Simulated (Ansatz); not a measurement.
## Electronic structure of MoO$_{2}$S$_{2}$ (charge −2) in real space

The calculation's input:

```
crystal:
  periodic: [false, false, false]
  atoms:
    - {symbol: Mo, position_ang: [0.080012, -0.000292, 0.055903]}
    - {symbol: O, position_ang: [0.111829, -0.015912, 1.805552]}
    - {symbol: O, position_ang: [1.733875, 0.007911, -0.516081]}
    - {symbol: S, position_ang: [-0.966510, 1.892816, -0.656032]}
    - {symbol: S, position_ang: [-0.959206, -1.884523, -0.689343]}
basis:
  gaussian: {orbitals: def2-TZVPD, initial_orbitals: start.molden}
total_charge: -2
hamiltonian: {xc: pbe0, dispersion: d4}
scf: {omitted_lower_state_checks: [starts]}
output: {orbitals: {seedname: orbitals}}
```

Launched as:

```sh
ansatz run in.yaml --threads 4 --pin off --events-out ev --progress --plain --max-ram 3916MiB
```

Geometry: PBE-D4/def2-SVPD; core potentials replace the inner electrons of Mo; the highest occupied orbital lies above zero, a sign that basis and functional describe the outermost electron poorly.

All numbers below come from RKS PBE0-D4/def2-TZVPD (Ansatz).

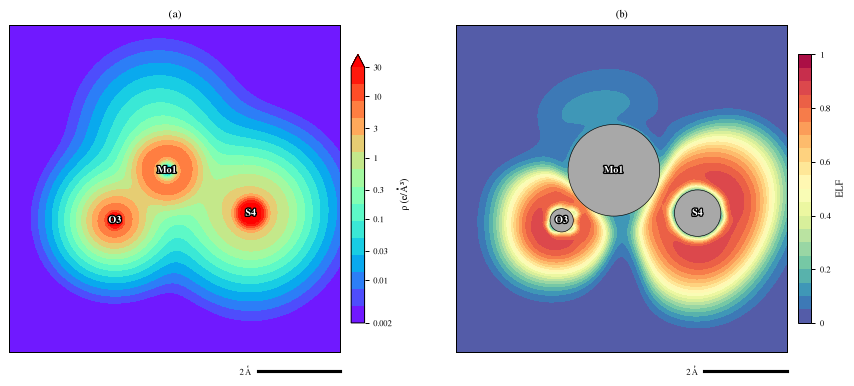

Figure 1. (a) electron density; (b) ELF on the plane of atoms O3, Mo1 and S4. Grey discs cover the atomic cores in the ELF map.

Describe what can be read from this map.

Answer. The plane passes through Mo, O and S nuclei. Mo–O (1.75 Å): the density is about 1.6 e/Å³ at the midpoint; the ELF peaks at about 0.80 in the valence shell of O, 0.5 Å from its nucleus, and drops to about 0.35 between the two atoms. Mo–S (2.28 Å): the density is about 0.78 e/Å³ at the midpoint; the ELF peaks at about 0.80 in the valence shell of S, 0.9 Å from its nucleus, and is about 0.50 at the midpoint.

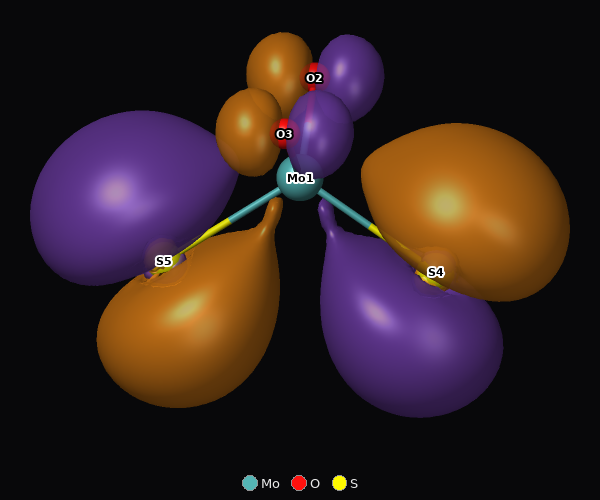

Figure 2. The HOMO at ±0.06 Å⁻³ᐟ² (orange and purple are the two phases), seen at a tilt.

Describe this orbital and give its energy.

Answer. Its weight (Hirshfeld) is mainly on S4 (about 45 %) and S5 (about 45 %); largely a combination of lone pairs on S4 and S5. Its energy is 2.31 eV.

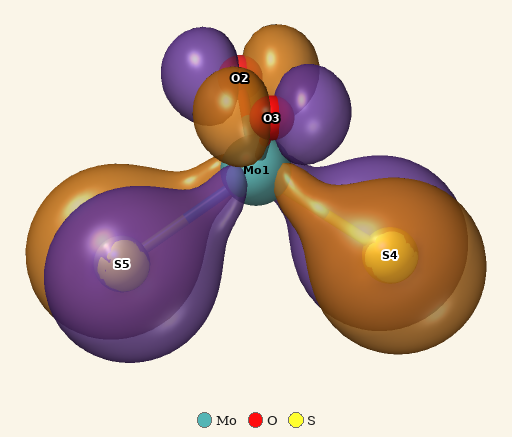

Figure 3. The HOMO−1 at ±0.08 Å⁻³ᐟ² (orange and purple are the two phases), seen at a tilt.

Describe this orbital and give its energy.

Answer. Its weight (Hirshfeld) is mainly on S4 (about 40 %), S5 (about 40 %), O2 (about 10 %), O3 (about 10 %) and Mo1 (about 5 %); largely a combination of lone pairs on S4, S5, O2 and O3. Its energy is 2.04 eV.
